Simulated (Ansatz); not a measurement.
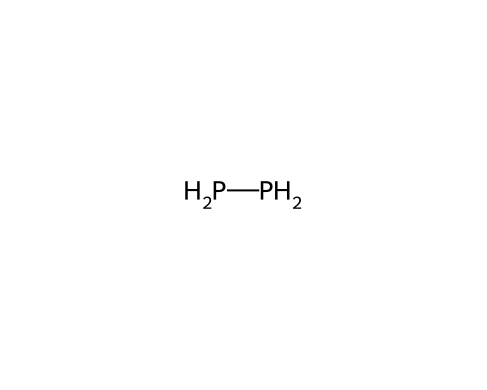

The drawing above gives the connectivity. The computed structure is the end point of a PBE0-D4/def2-TZVP optimisation. No frequency run is at hand to confirm it as a minimum.

Describe the 3D structure.

Formula P₂H₄. Its SMILES string is `PP`. It has no ring. This geometry has C2h symmetry. Coordination: 2 P trigonal pyramidal.

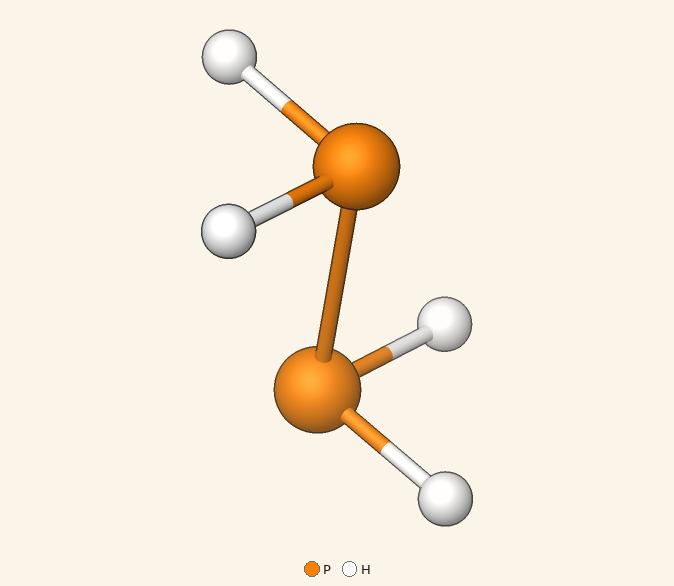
